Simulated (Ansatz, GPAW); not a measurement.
# Dielectric function and optical constants of SrPd2N2 (model structure), part 2 of 3

Aim: the dielectric function of SrPd2N2 (model structure), and the optical constants that follow from it. The cell was made here by substitution or stacking, whether or not such a phase is known. It was built so: All P replaced by N in the I4/mmm structure of SrP2Pd2. The cell is first relaxed with Ansatz.

GPAW 26.7.0; DFT, PBE, plane-wave PAW (GPAW data sets), scalar-relativistic, RPA, optical limit.

So far: Starting point; Relaxation.

## 3. Ground state

First the ground state: is it a metal or has it a gap?

This step: DFT, PBE, plane-wave PAW (GPAW data sets), scalar-relativistic, ground state (GPAW 26.7.0).

Input file gs.py:

```python
from ase import Atoms
from ase.dft.bandgap import bandgap
from gpaw import GPAW, PW, FermiDirac

atoms = Atoms(['Pd', 'Pd', 'Sr', 'N', 'N'],
              cell=[[-1.956264674800, 1.956264674800, 5.354991494700],
                    [1.956264674800, -1.956264674800, 5.354991494700],
                    [1.956264674800, 1.956264674800, -5.354991494700]],
              scaled_positions=[[0.250000000000, 0.750000000000, 0.500000000000],
                                [0.750000000000, 0.250000000000, 0.500000000000],
                                [0.000000000000, 0.000000000000, 0.000000000000],
                                [0.556056813300, 0.556056813300, 1.000000000000],
                                [0.443943186700, 0.443943186700, 1.000000000000]],
              pbc=[True, True, True])
atoms.calc = GPAW(mode=PW(450), xc='PBE', kpts={'size': (8, 8, 8), 'gamma': True},
                  occupations=FermiDirac(0.05), maxiter=150, txt='gs.txt')
print('energy (eV)', atoms.get_potential_energy())
print('Fermi level (eV)', atoms.calc.get_fermi_level())
print('valence electrons', atoms.calc.get_number_of_electrons())
print('gap (eV)', bandgap(atoms.calc, output=None)[0])
print('direct gap (eV)', bandgap(atoms.calc, direct=True, output=None)[0])
atoms.calc.write('gs.gpw')
```

Started as:

```
$ OMP_NUM_THREADS=1 python gs.py
```

Numbers of over 12 decimals in the logs are rounded to 6 here.

Output:

```text
__  _  _
 | _ |_)|_||  |
 |__||  | ||/\| - 26.7.0

Versions:
  Python: 3.12.14
  ASE:    3.29.0
  Numpy:  2.5.5
  Scipy:  1.18.1
  Libxc:  7.0.0

Input parameters:
  mode=PW(ecut=450.000000),
  kpts=MonkhorstPack(size=(8, 8, 8), gamma=True),
  maxiter=150,
  occupations=Occupations(name='fermi-dirac', width=0.05, fixmagmom=False),
  xc=XC(name='PBE')

Diagonalizing LCAO Hamiltonian
Converting LCAO to pw mode

         Pd
            Pd
              N

       Sr     N

Atoms  # Å, Bohr magnetons
|   | symbol |         x |        y |         z |    initial magnetic moments |
| 0 |     Pd |  1.956265 | 0.000000 |  2.677496 | ( 0.0000,  0.0000,  0.0000) |
| 1 |     Pd | -0.000000 | 1.956265 |  2.677496 | ( 0.0000,  0.0000,  0.0000) |
| 2 |     Sr |  0.000000 | 0.000000 |  0.000000 | ( 0.0000,  0.0000,  0.0000) |
| 3 |      N |  1.956265 | 1.956265 |  0.600368 | ( 0.0000,  0.0000,  0.0000) |
| 4 |      N |  1.956265 | 1.956265 | -0.600368 | ( 0.0000,  0.0000,  0.0000) |

Unit cell  # Å
| periodic |         x |         y |         z |  lengths |     angles |
|      yes | -1.956265 |  1.956265 |  5.354991 | 6.027427 | 142.122101 |
|      yes |  1.956265 | -1.956265 |  5.354991 | 6.027427 | 142.122101 |
|      yes |  1.956265 |  1.956265 | -5.354991 | 6.027427 |  54.644918 |

Number of symmetries: 16
Symmetry operations  # r_c * U_cc + t_c -> r_c
|    | kind |            matrix            |
|  0 |  σ   |  1, 1, 1,  0, 0,-1,  0,-1, 0 |
|  1 |  C4  |  1, 1, 1,  0, 0,-1, -1, 0, 0 |
|  2 |  E   |  1, 0, 0,  0, 1, 0,  0, 0, 1 |
|  3 |  σ   |  1, 0, 0,  0, 1, 0, -1,-1,-1 |
|  4 |  σ   |  0, 1, 0,  1, 0, 0,  0, 0, 1 |
|  5 |  C2  |  0, 1, 0,  1, 0, 0, -1,-1,-1 |
|  6 |  C2  |  0, 0, 1, -1,-1,-1,  1, 0, 0 |
|  7 |  S4  |  0, 0, 1, -1,-1,-1,  0, 1, 0 |
|  8 |  C4  |  0, 0,-1,  1, 1, 1,  0,-1, 0 |
|  9 |  σ   |  0, 0,-1,  1, 1, 1, -1, 0, 0 |
| 10 |  σ   |  0,-1, 0, -1, 0, 0,  1, 1, 1 |
| 11 |  C2  |  0,-1, 0, -1, 0, 0,  0, 0,-1 |
| 12 |  C2  | -1, 0, 0,  0,-1, 0,  1, 1, 1 |
| 13 |  i   | -1, 0, 0,  0,-1, 0,  0, 0,-1 |
| 14 |  S4  | -1,-1,-1,  0, 0, 1,  1, 0, 0 |
| 15 |  C2  | -1,-1,-1,  0, 0, 1,  0, 1, 0 |

BZ-sampling:
  Number of BZ points: 512
  Number of IBZ points: 59

  Monkhorst-Pack size: [8, 8, 8]
  Monkhorst-Pack shift: [0.0625, 0.0625, 0.0625]

K-points  # in reciprocal-cell coordinates
|     |                                coordinates |     weight |
|   0 | (  0.00000000,   0.00000000,   0.00000000) | 0.00195312 |
|   1 | (  0.12500000,  -0.12500000,   0.00000000) | 0.00781250 |
|   2 | (  0.12500000,  -0.12500000,   0.12500000) | 0.00781250 |
|   3 | (  0.12500000,   0.00000000,   0.00000000) | 0.01562500 |
|   4 | (  0.12500000,   0.12500000,  -0.12500000) | 0.00390625 |
|   5 | (  0.25000000,  -0.25000000,   0.00000000) | 0.00781250 |
|   6 | (  0.25000000,  -0.25000000,   0.12500000) | 0.01562500 |
|   7 | (  0.25000000,  -0.25000000,   0.25000000) | 0.00781250 |
|   8 | (  0.25000000,  -0.12500000,   0.00000000) | 0.03125000 |
|   9 | (  0.25000000,  -0.12500000,   0.12500000) | 0.01562500 |
| ... |                                            |            |
|  58 | (  0.50000000,   0.50000000,   0.50000000) | 0.00195312 |

Plane wave coefficients: 1793
Cutoff: 450.000000 eV

Spin-components: 1 (collinear spins)
Bands:           36
Projectors:      27
Spin-degeneracy: 2
Datatype:        complex128

Parallelization:
  kpt:    1
  domain: 1
  band:   1

Density:
  Valence electrons: 52.0
  Components: 1
  Grid points: [30 30 30]
  Charge: 0.0  # |e|

Potential:
  Grid points: [30 30 30]

species:
  Pd:
    name:    Palladium
    id:
    Z:       46.0
    valence: 16
    core:    30
    charge:  0.0  # [|e|]
    compensation charges:
      type: gauss
      rc: 0.38  # [Å]
      lmax: 2
    cutoffs:
      filter: 2.38  # [Å]
      core: 2.28  # [Å]
    projectors
    | kind |    occ | energy [eV] | rcut [Å] |
    |   5s |  0.000 |      -3.315 |    1.228 |
    |   4p |  6.000 |     -51.209 |    1.360 |
    |   5p |  0.000 |      -0.314 |    1.360 |
    |   4d | 10.000 |      -4.047 |    1.228 |
    |    s |        |      23.896 |    1.228 |
    |    d |        |      23.165 |    1.228 |

    Using partial waves for Pd as LCAO basis

  Sr:
    name:    Strontium
    id:
    Z:       38.0
    valence: 10
    core:    28
    charge:  0.0  # [|e|]
    compensation charges:
      type: gauss
      rc: 0.40  # [Å]
      lmax: 2
    cutoffs:
      filter: 2.39  # [Å]
      core: 1.85  # [Å]
    projectors
    | kind |    occ | energy [eV] | rcut [Å] |
    |   4s |  2.000 |     -40.883 |    1.291 |
    |   5s |  2.000 |      -3.525 |    1.291 |
    |   4p |  6.000 |     -22.826 |    1.291 |
    |    p |        |       4.386 |    1.291 |
    |    d |        |       0.000 |    1.254 |

    Using partial waves for Sr as LCAO basis

  N:
    name:    Nitrogen
    id:
    Z:       7.0
    valence: 5
    core:    2
    charge:  0.0  # [|e|]
    compensation charges:
      type: gauss
      rc: 0.18  # [Å]
      lmax: 2
    cutoffs:
      filter: 1.11  # [Å]
      core: 0.96  # [Å]
    projectors
    | kind |    occ | energy [eV] | rcut [Å] |
    |   2s |  2.000 |     -18.583 |    0.603 |
    |   2p |  3.000 |      -7.089 |    0.529 |
    |    s |        |       8.629 |    0.603 |
    |    p |        |      20.123 |    0.529 |
    |    d |        |       0.000 |    0.577 |

    Using partial waves for N as LCAO basis

Reference energy: -363915.194452  # eV

eigensolver:
  PPCG
  Converge bands: occupied
  niter=2

density mixing:
  MSR1-Mixer
  Pratt-step length: 0.05
  Maximum mixing coefficient: 0.75
  Old densities: 10
  SVD Regularization: 0.005
  Good broyden scale: 1.0
  Trust region scale: 1.0
  Backstep threshold: 4.0
  History deletion threshold: 6.0
  Fourier metric: weight=20.0, sigma=0.015

occupation numbers:
  Fermi-Dirac:
    width: 0.0500  # eV

poisson solver:
  ecut: 3600.000000  # eV

xc functional:
  name: PBE with 2 nearest neighbor stencil

convergence criteria:
- Maximum [total energy] change in last 3 cyles: 0.0005 eV / valence electron
- Maximum integral of absolute [dens]ity change: 0.0001 electrons / valence electron
- Maximum integral of absolute [eigenst]ate change: 4e-08 eV^2 / valence electron
maximum number of iterations: 150

SCF iterations
|iter     |      energy | eigst |  dens |
|iter:   1||  -29.971353 | +0.63 |       |
|iter:   2||  -25.526110 | -0.95 | -0.82 |
|iter:   3||  -24.043095 | -1.15 | -1.06 |
|iter:   4||  -23.853095 | -2.08 | -1.40 |
|iter:   5||  -23.769333 | -2.16 | -1.63 |
|iter:   6||  -23.766144 | -3.55 | -2.16 |
|iter:   7||  -23.765956c| -3.82 | -2.47 |
|iter:   8||  -23.766025c| -5.45 | -3.21 |
|iter:   9||  -23.766054c| -6.08 | -3.58 |
|iter:  10||  -23.766055c| -7.37 | -4.53c|
|iter:  11||  -23.766054c| -7.56c| -4.96c|

Converged in 11 steps
SCF loop duration: 106.662 s (9.697 s/step)
Energy contributions relative to reference atoms: (reference = -363915.194452)

Energy contributions:
  Kinetic:           3.365392
  Coulomb:          -8.877537
  Zero:             -0.793656
  External:          0.000000
  Xc:              -17.450133
  Entropy:          -0.020240
  Spinorbit:         0.000000
  ----------------------------
  Free energy:     -23.776174
  Extrapolated:    -23.766054

dipole moment: (-17.472747, -17.472747, 5.804701)  # |e|*Ang

Fermi level: 7.314
Eigenvalues  # (at kpt = [0.000, 0.000, 0.000])
| band index |      eig [eV] | occ [0-2] |
|          0 |       -42.186 |     2.000 |
|        ... |               |           |
|         17 |         3.794 |     2.000 |
|         18 |         5.018 |     2.000 |
|         19 |         5.018 |     2.000 |
|         20 |         5.940 |     2.000 |
|         21 |         6.170 |     2.000 |
|         22 |         6.209 |     2.000 |
|         23 |         6.209 |     2.000 |
|         24 |         7.050 |     1.990 |
|         25 |         7.448 |     0.127 |
|         26 |         7.448 |     0.126 |
|         27 |         7.910 |     0.000 |
|         28 |         8.332 |     0.000 |
|         29 |        10.538 |     0.000 |
|         30 |        11.429 |     0.000 |
|         31 |        12.850 |     0.000 |
|         32 |        12.850 |     0.000 |
|        ... |               |           |
|         35 |        16.459 |     0.000 |

No gap
No difference between direct/indirect transitions

--- standard output ---
energy (eV) -23.766054
Fermi level (eV) 7.313534
valence electrons 52.0
gap (eV) 0.0
direct gap (eV) 0.0
```

It took 1.9 min on 1 thread of Intel Xeon 6975P-C (Granite Rapids), shared host; peak memory 0.26 GiB.

Numbers from this step:

```
energy       : -23.77 eV
Fermi energy : 7.314 eV
electrons    : 52
```

There are states at the Fermi level within the smearing, so the occupations stay smeared and the carriers get a Drude term.

## 4. Bands for the response

At the fixed density, many empty bands are solved on the mesh of the response, since the spectrum sums over them.

This step: DFT, PBE, plane-wave PAW (GPAW data sets), scalar-relativistic, bands at fixed density (GPAW 26.7.0).

Input file nscf.py:

```python
from ase.dft.bandgap import bandgap
from gpaw import GPAW, FermiDirac

calc = GPAW('gs.gpw').fixed_density(kpts={'size': (12, 12, 12), 'gamma': True}, nbands=61, convergence={'bands': 55},
                                    occupations=FermiDirac(0.05), txt='nscf.txt')
print('gap (eV)', bandgap(calc, output=None)[0])
print('direct gap (eV)', bandgap(calc, direct=True, output=None)[0])
print('top band over the Fermi level (eV)', min(calc.get_eigenvalues(kpt=k)[54] for k in range(len(calc.get_ibz_k_points()))) - calc.get_fermi_level())
calc.write('full.gpw', mode='all')
```

Started as:

```
$ OMP_NUM_THREADS=1 python nscf.py
```

Output:

```text
Diagonalizing LCAO Hamiltonian
Converting LCAO to pw mode
convergence criteria:
- Maximum integral of absolute [eigenst]ate change: 4e-08 eV^2 / valence electron
maximum number of iterations: 150

SCF iterations
|iter     |      energy | eigst |  dens |
|iter:   1||             | +2.99 |       |
|iter:   2||             | +1.86 |       |
|iter:   3||             | +0.77 |       |
|iter:   4||             | -0.28 |       |
|iter:   5||             | -0.97 |       |
|iter:   6||             | -1.72 |       |
|iter:   7||             | -2.33 |       |
|iter:   8||             | -2.91 |       |
|iter:   9||             | -3.54 |       |
|iter:  10||             | -4.16 |       |
|iter:  11||             | -4.80 |       |
|iter:  12||             | -5.38 |       |
|iter:  13||             | -5.99 |       |
|iter:  14||             | -6.51 |       |
|iter:  15||             | -6.89 |       |
|iter:  16||             | -7.17 |       |
|iter:  17||             | -7.35 |       |
|iter:  18||             | -7.50c|       |
SCF steps: 18
  __  _  _
 | _ |_)|_||  |
 |__||  | ||/\| - 26.7.0

Versions:
  Python: 3.12.14
  ASE:    3.29.0
  Numpy:  2.5.5
  Scipy:  1.18.1
  Libxc:  7.0.0

Input parameters:
  mode=PW(ecut=450.000000),
  convergence={'bands': 55},
  gpts=array([30, 30, 30]),
  kpts=MonkhorstPack(size=(12, 12, 12), gamma=True),
  maxiter=150,
  nbands=61,
  occupations=Occupations(name='fermi-dirac', width=0.05, fixmagmom=False),
  parallel={},
  xc=XC(name='PBE')

--- standard output ---
gap (eV) 0.0
direct gap (eV) 0.0
top band over the Fermi level (eV) 21.509487
```

It took 9.1 min on 1 thread; peak memory 0.57 GiB.

## 5. Dielectric function, RPA

Transitions between filled and empty bands, summed over the zone, give the optical response, so mesh, band count and broadening shape it.

The induced potential is part of this response.

This step: DFT, PBE, plane-wave PAW (GPAW data sets), scalar-relativistic, RPA, optical limit (GPAW 26.7.0).

Input file df.py:

```python
from gpaw.response.df import DielectricFunction

df = DielectricFunction('full.gpw', frequencies={'type': 'nonlinear', 'domega0': 0.03, 'omega2': 8},
                        ecut=50,
                        eta=0.1,
                        nbands=55,
                        rate=0.05,
                        txt='df.txt')
for direction in ['x', 'z']:
    df.get_dielectric_function(xc='RPA', direction=direction, filename=f'df_{direction}.csv')
```

Started as:

```
$ OMP_NUM_THREADS=1 python df.py
```

Output:

```text
Using integrator: PointIntegrator
NonLinearFrequencyDescriptor(from 0.000 to 73.623 eV, 511 points)
Nonperiodic BCs:  [False False False]
Using integrator: PointIntegrator
NonLinearFrequencyDescriptor(from 0.000 to 73.623 eV, 511 points)
Nonperiodic BCs:  [False False False]
Using integrator: PointIntegrator

Calculating chi0 body with:
    Ground state adapter containing:
    Number of spins: 1
    Number of kpoints: 1728
    Number of irreducible kpoints: 163
    Number of completely occupied states: 24
    Number of partially occupied states: 28

    Linear response parametrization:
    q_c: [0.0, 0.0, 0.0]
    Number of frequency points: 511
    Planewave cutoff: 50.0
    Number of bands: 55
    Number of planewaves: 63
    Broadening (eta): 0.1

Integrating chi0 body.

Symmetries of q_c:
    Direct symmetries (Uq -> q): 16
    Indirect symmetries (TUq -> q): 0
In total 16 allowed symmetries.

163 groups of equivalent kpoints. 90.567130% reduction.

Integral kind: spectral function

Calculating chi0 optical extensions with:
    Ground state adapter containing:
    Number of spins: 1
    Number of kpoints: 1728
    Number of irreducible kpoints: 163
    Number of completely occupied states: 24
    Number of partially occupied states: 28

    Linear response parametrization:
    Number of frequency points: 511
    Planewave cutoff: 50.0
    Number of bands: 55
    Number of planewaves: 63
    Broadening (eta): 0.1
Integrating chi0 head and wings.

Symmetries of q_c:
    Direct symmetries (Uq -> q): 16
    Indirect symmetries (TUq -> q): 0
In total 16 allowed symmetries.

163 groups of equivalent kpoints. 90.567130% reduction.

Integral kind: spectral function wings

Calculating drude chi0 with:
    Number of frequency points:511
    Plasma frequency decay rate: 0.05 eV

    Ground state adapter containing:
    Number of spins: 1
    Number of kpoints: 1728
    Number of irreducible kpoints: 163
    Number of completely occupied states: 24
    Number of partially occupied states: 28

Symmetries of q_c:
    Direct symmetries (Uq -> q): 16
    Indirect symmetries (TUq -> q): 0
In total 16 allowed symmetries.

163 groups of equivalent kpoints. 90.567130% reduction.

Integral kind: intraband
Plasma frequency:
[[3.34-0.j 0.  +0.j 0.  -0.j]
 [0.  +0.j 3.34-0.j 0.  -0.j]
 [0.  -0.j 0.  -0.j 3.29+0.j]]
```

Wall time 2.6 min (1 thread); peak memory 0.39 GiB.

The Im ε has structure finer than the step of the table below, so its rows give means over 1 eV, whole bins alone (the curve runs from 0.305 to 21.5 eV). Peaks (eV: height): E ∥ x 2.4: 13.1; E ∥ z 1.6: 20.4.

Sum at mesh points, not converged in k. The Im ε by photon energy; means over each step:

```csv
photon energy (eV),E ∥ x,E ∥ z
1,25.3,19.4
2,10.9,15.5
3,7.13,9.95
4,3.42,6.76
5,2.25,3.35
6,2.12,2.27
7,1.89,3.31
8,1.52,2.63
9,1.15,1.80
10,1.28,1.22
11,1.48,1.22
12,2.10,1.01
13,1.98,0.910
14,1.46,0.865
15,0.998,1.04
16,0.893,1.04
17,0.846,0.924
18,0.880,1.12
19,0.867,0.951
20,0.887,0.989
```

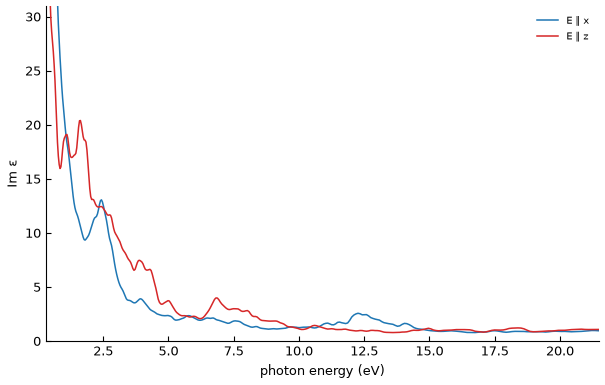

Im ε against photon energy. Below 1 eV the curve runs off the scale.

Values under 1 per cm are given as 1; sum at mesh points, not converged in k. The absorption coefficient by photon energy:

| photon energy (eV) | E ∥ x (1/cm) | E ∥ z (1/cm) |
| --- | --- | --- |
| 1.99 | 4.4e5 | 5.7e5 |
| 3.98 | 6.7e5 | 8.7e5 |
| 6.02 | 6.0e5 | 6.5e5 |
| 8.03 | 6.0e5 | 1.1e6 |
| 10.03 | 5.2e5 | 7.5e5 |
| 12.02 | 9.0e5 | 7.1e5 |
| 14.04 | 1.1e6 | 5.9e5 |
| 16.03 | 8.3e5 | 8.3e5 |
| 18.05 | 7.9e5 | 9.7e5 |
| 20.06 | 9.3e5 | 9.9e5 |

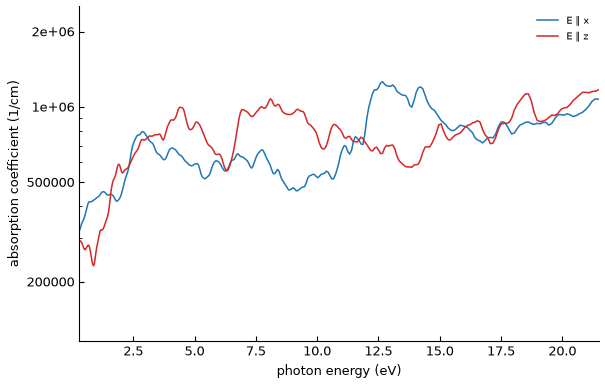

Absorption coefficient against photon energy.

(Continued in part 3 of 3.)

[Machine, clock and banner lines and Python warnings are left out of the logs.]

[Logs are printed without paths, hosts, clocks, repeated set-up lines and the standing remarks that a program may print on its own settings, such as how far it seeks lower states.]

[Hosts, paths, dates, database ids (printed as entryN), source tags and the programs' standing remarks are cut or masked in the printed files.]
